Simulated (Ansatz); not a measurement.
# C₃H₆BN: single points with varied inputs, part 2 of 2

Ansatz 0.2.0, Gaussian basis; the settings change from run to run. Earlier steps stand in the parts before.

## Step 7: SVWN5/def2-SVP

Set apart from the defaults: unrestricted orbitals.

Input file in.yaml:

```yaml
crystal:
  periodic: [false, false, false]
  atoms:
    - {symbol: B, position_ang: [-0.579283, 1.543493, 1.696697]}
    - {symbol: N, position_ang: [-0.030573, 0.492053, 0.966698]}
    - {symbol: C, position_ang: [-0.288980, 0.199931, -0.376702]}
    - {symbol: C, position_ang: [0.236262, -0.791822, -1.044863]}
    - {symbol: C, position_ang: [0.751326, -1.774522, -1.721634]}
    - {symbol: H, position_ang: [-0.262771, 1.667495, 2.841705]}
    - {symbol: H, position_ang: [-1.345575, 2.281581, 1.150249]}
    - {symbol: H, position_ang: [0.618763, -0.144600, 1.404573]}
    - {symbol: H, position_ang: [-0.986347, 0.878172, -0.858554]}
    - {symbol: H, position_ang: [1.681299, -1.659908, -2.272787]}
    - {symbol: H, position_ang: [0.271179, -2.748871, -1.764684]}
basis:
  gaussian: {orbitals: def2-SVP}
magnetization: {spin_polarized: true, initial_magnetization: 0}
hamiltonian: {xc: {name: SVWN5}}
```

On the command line:

```console
$ ansatz run in.yaml --threads 2 --pin off --events-out ev --progress --plain --max-ram 4352MiB
```

Output:

```text
Functional definition: SVWN5
  name "SVWN5"
  cite "Dirac, Proc. Camb. Phil. Soc. 26, 376 (1930) doi:10.1017/S0305004100016108"
  cite "Slater, Phys. Rev. 81, 385 (1951) doi:10.1103/PhysRev.81.385"
  cite "Vosko, Wilk & Nusair, Can. J. Phys. 58, 1200 (1980) doi:10.1139/p80-159"
  exchange = slater_x
  correlation = vwn5_c
1148 factors; their error is unknown
mean field evaluation 1: about -5310.4240 eV, gradient 4.3e1 eV
mean field evaluation 2: about -5297.2616 eV, gradient 6.7e1 eV
mean field evaluation 4: about -5320.2470 eV, gradient 4.7e0 eV
mean field evaluation 8: about -5320.3678 eV, gradient 2.3e-1 eV
mean field evaluation 16: about -5320.3183 eV, gradient 2.0e-4 eV
mean field -5320.31827556 eV, -195.5180903855 hartree, gradient 5.7e-5 eV, S^2 0.000000; 0 other end points of the search recorded, 0 dependent functions left out
reference -5320.31831096 eV, -195.5180916864 hartree; 18, 18 occupied and 82, 82 virtual orbitals, 1148 factors
Total energy: -5320.31831096 eV, -195.5180916864 hartree
```

It took 1.1 s on 2 threads of Arm Neoverse V2, shared host.

⟨S²⟩ 0.000.

## Step 8: r2SCANh/cc-pVTZ-DK

This run has a grid of angular degree 23.

in.yaml: that of step 7 with these lines changed.

```diff
@@ -15,4 +15,4 @@
 basis:
-  gaussian: {orbitals: def2-SVP}
-magnetization: {spin_polarized: true, initial_magnetization: 0}
-hamiltonian: {xc: {name: SVWN5}}
+  gaussian: {orbitals: cc-pVTZ-DK, final_grid: {core_spheres: 8, valence_spheres: 7, degree: 23}}
+hamiltonian: {xc: {name: r2SCANh}}
+output: {forces: true}
```

Same command.

Output (excerpt; [...] marks lines left out):

```text
Functional definition: r2SCANh
  name "r2SCANh"
  cite "Bursch, Neugebauer, Ehlert & Grimme, J. Chem. Phys. 156, 134105 (2022) doi:10.1063/5.0086040"
  cite "Furness, Kaplan, Ning, Perdew & Sun, J. Phys. Chem. Lett. 11, 8208 (2020) doi:10.1021/acs.jpclett.0c02405"
  cite "Furness, Kaplan, Ning, Perdew & Sun, J. Phys. Chem. Lett. 11, 9248 (2020) doi:10.1021/acs.jpclett.0c03077"
  parent r2scan
[...]
1246 factors; their error is unknown
[...]
mean field -5374.53259217 eV, -197.5104297732 hartree, gradient 6.4e-5 eV, S^2 0.000000; 0 other end points of the search recorded, 0 dependent functions left out
[...]
reference -5374.53260485 eV, -197.5104302393 hartree; 18, 18 occupied and 216, 216 virtual orbitals, 1246 factors
Total energy: -5374.53260485 eV, -197.5104302393 hartree
Relativity: scalar
Atom 0 at    -0.579283     1.543493     1.696697 Å, force    -0.055218     0.112569     0.086996 eV/Å
Atom 1 at    -0.030573     0.492053     0.966698 Å, force     0.062403    -0.037234     0.093082 eV/Å
Atom 2 at    -0.288980     0.199931    -0.376702 Å, force    -0.047809    -0.014639    -0.165776 eV/Å
Atom 3 at     0.236262    -0.791822    -1.044863 Å, force     0.026005    -0.042510    -0.018702 eV/Å
Atom 4 at     0.751326    -1.774522    -1.721634 Å, force    -0.001442     0.002928     0.002412 eV/Å
Atom 5 at    -0.262771     1.667495     2.841705 Å, force    -0.017497    -0.015821    -0.083126 eV/Å
Atom 6 at    -1.345575     2.281581     1.150249 Å, force     0.055870    -0.057634     0.033171 eV/Å
Atom 7 at     0.618763    -0.144600     1.404573 Å, force    -0.045025     0.037485    -0.043332 eV/Å
Atom 8 at    -0.986347     0.878172    -0.858554 Å, force     0.056306    -0.048091     0.053406 eV/Å
Atom 9 at     1.681299    -1.659908    -2.272787 Å, force    -0.072752    -0.011673     0.041158 eV/Å
Atom 10 at     0.271179    -2.748871    -1.764684 Å, force     0.039158     0.074620     0.000711 eV/Å
Dipole moment:     0.154805    -0.255321    -0.117457 e Å
```

Run time: 5.5 s. Hardware: 2 threads of Arm Neoverse V2, shared host; peak memory 0.55 GiB.

Largest force 0.173 eV/Å, dipole 1.54 D.

## Step 9: PBE/6-31G

Set apart from the defaults: atoms shaken by 0.03 Å, D3(BJ) dispersion.

Input file in.yaml:

```yaml
crystal:
  periodic: [false, false, false]
  atoms:
    - {symbol: B, position_ang: [-0.579693, 1.536155, 1.663139]}
    - {symbol: N, position_ang: [-0.033903, 0.492934, 0.973642]}
    - {symbol: C, position_ang: [-0.302021, 0.210652, -0.367275]}
    - {symbol: C, position_ang: [0.222883, -0.791055, -1.036260]}
    - {symbol: C, position_ang: [0.757137, -1.769900, -1.702322]}
    - {symbol: H, position_ang: [-0.318151, 1.704636, 2.854837]}
    - {symbol: H, position_ang: [-1.365813, 2.239280, 1.149579]}
    - {symbol: H, position_ang: [0.606300, -0.081716, 1.416982]}
    - {symbol: H, position_ang: [-0.995355, 0.877511, -0.895390]}
    - {symbol: H, position_ang: [1.691594, -1.641428, -2.293926]}
    - {symbol: H, position_ang: [0.223398, -2.750371, -1.802937]}
basis:
  gaussian: {orbitals: 6-31G}
hamiltonian: {xc: {name: PBE}, dispersion: d3bj}
```

The command is unchanged.

Output:

```text
Functional definition: PBE
  name "PBE"
  cite "Perdew, Burke & Ernzerhof, Phys. Rev. Lett. 77, 3865 (1996) doi:10.1103/PhysRevLett.77.3865"
  parent pbe
  parameter kappa = 0.804
  parameter beta = 0.06672455060314922
  exchange = pbe_x(kappa = kappa, mu = beta*pi^2/3)
  correlation = pbe_c(beta = beta)
831 factors; integrals over basis functions are off by at most 2.4e-4 eV
mean field evaluation 1: about -5357.7027 eV, gradient 5.5e1 eV
mean field evaluation 2: about -5346.9984 eV, gradient 8.5e1 eV
mean field evaluation 4: about -5365.2083 eV, gradient 6.0e0 eV
mean field evaluation 8: about -5365.2886 eV, gradient 2.4e-1 eV
mean field -5365.28875879 eV, -197.1707251623 hartree, gradient 6.7e-5 eV, S^2 0.000000; 0 other end points of the search recorded, 0 dependent functions left out
reference -5365.28878641 eV, -197.1707261773 hartree; 18, 18 occupied and 39, 39 virtual orbitals, 831 factors
Total energy: -5365.48545460 eV, -197.1779535997 hartree
```

Run time: 0.8 s. Hardware: 2 threads of Arm Neoverse V2, shared host.

## Step 10: B97/def2-TZVP

Input file in.yaml:

```yaml
crystal:
  periodic: [false, false, false]
  atoms:
    - {symbol: B, position_ang: [-0.579283, 1.543493, 1.696697]}
    - {symbol: N, position_ang: [-0.030573, 0.492053, 0.966698]}
    - {symbol: C, position_ang: [-0.288980, 0.199931, -0.376702]}
    - {symbol: C, position_ang: [0.236262, -0.791822, -1.044863]}
    - {symbol: C, position_ang: [0.751326, -1.774522, -1.721634]}
    - {symbol: H, position_ang: [-0.262771, 1.667495, 2.841705]}
    - {symbol: H, position_ang: [-1.345575, 2.281581, 1.150249]}
    - {symbol: H, position_ang: [0.618763, -0.144600, 1.404573]}
    - {symbol: H, position_ang: [-0.986347, 0.878172, -0.858554]}
    - {symbol: H, position_ang: [1.681299, -1.659908, -2.272787]}
    - {symbol: H, position_ang: [0.271179, -2.748871, -1.764684]}
basis:
  gaussian: {orbitals: def2-TZVP}
hamiltonian: {xc: {name: B97}}
output: {forces: true}
```

Launched as before.

Output (excerpt; [...] marks lines left out):

```text
Functional definition: B97
  name "B97"
  cite "Becke, J. Chem. Phys. 107, 8554 (1997) doi:10.1063/1.475007"
[...]
      + integral(e_c_pw_opposite_spin*poly(b97_u_opposite, cos0, cos1, cos2))
1128 factors; their error is unknown
[...]
mean field -5374.32141505 eV, -197.5026691573 hartree, gradient 9.0e-6 eV, S^2 0.000000; 0 other end points of the search recorded, 0 dependent functions left out
[...]
reference -5374.32144573 eV, -197.5026702847 hartree; 18, 18 occupied and 173, 173 virtual orbitals, 1128 factors
Total energy: -5374.32144573 eV, -197.5026702847 hartree
Atom 0 at    -0.579283     1.543493     1.696697 Å, force    -0.093515     0.198254     0.164321 eV/Å
Atom 1 at    -0.030573     0.492053     0.966698 Å, force     0.074109    -0.023542     0.154992 eV/Å
Atom 2 at    -0.288980     0.199931    -0.376702 Å, force    -0.151869     0.121244    -0.163259 eV/Å
Atom 3 at     0.236262    -0.791822    -1.044863 Å, force     0.000553    -0.009198    -0.017994 eV/Å
Atom 4 at     0.751326    -1.774522    -1.721634 Å, force     0.103411    -0.199300    -0.140044 eV/Å
Atom 5 at    -0.262771     1.667495     2.841705 Å, force    -0.010879     0.008091    -0.013456 eV/Å
Atom 6 at    -1.345575     2.281581     1.150249 Å, force     0.010802    -0.002823     0.025434 eV/Å
Atom 7 at     0.618763    -0.144600     1.404573 Å, force     0.056842    -0.052850     0.045802 eV/Å
Atom 8 at    -0.986347     0.878172    -0.858554 Å, force    -0.021457     0.021578    -0.013089 eV/Å
Atom 9 at     1.681299    -1.659908    -2.272787 Å, force     0.038652    -0.013167    -0.029457 eV/Å
Atom 10 at     0.271179    -2.748871    -1.764684 Å, force    -0.006649    -0.048288    -0.013250 eV/Å
Dipole moment:     0.152786    -0.252659    -0.117358 e Å
```

Wall time 8 s (2 threads of Arm Neoverse V2, shared host).

Largest force 0.274 eV/Å, dipole 1.53 D.

## Step 11: All runs side by side

```csv
level,charge,multiplicity,geometry,functions,energy (eV),time
CAM-B3LYP/6-31++G**,0,1,relaxed,131,-5371.346,3.4 s
wPBEh/def2-TZVP,1,2,relaxed,191,-5361.119,8.5 s
B3LYP/cc-pVTZ-DK,0,1,shaken,234,-5378.304,5.5 s
CAM-B3LYP/6-31G*,0,1,relaxed,87,-5370.788,1.2 s
PBE/aug-cc-pVDZ,-1,2,relaxed,169,-5367.115,1.9 min
SVWN5/def2-SVP,0,1,relaxed,100,-5320.318,1.1 s
r2SCANh/cc-pVTZ-DK,0,1,relaxed,234,-5374.533,5.5 s
PBE/6-31G,0,1,shaken,57,-5365.485,0.8 s
B97/def2-TZVP,0,1,relaxed,191,-5374.321,8 s
```

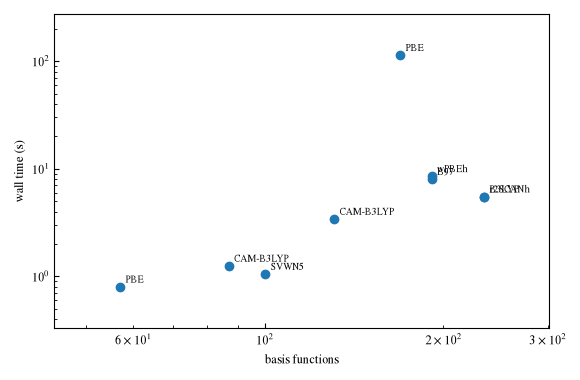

Wall time against the number of basis functions (shared host).

## Step 12: Summary of results

The summary covers parts 1 to 2.

```
                                         quantity                     value
                                             runs                         9
                                         quickest          PBE/6-31G, 0.8 s
                                          slowest  PBE/aug-cc-pVDZ, 1.9 min
spread of total energies, same state and geometry                   54.2 eV
                  dipole, same state and geometry            1.44 to 1.54 D
```

PBE/aug-cc-pVDZ took 142 times as long as PBE/6-31G. The jobs differ in tasks and options as well as level. The totals spread over 54 eV; they can't be compared across methods or bases. At the PBE0-D4/def2-TZVP geometry and in the same state, runs without warnings or point charges leave forces up to 0.36 eV/Å (CAM-B3LYP/6-31++G**), against 6.3 eV/Å where the atoms were moved. At that geometry and state the dipole changes by 7 % between the lowest and highest value.
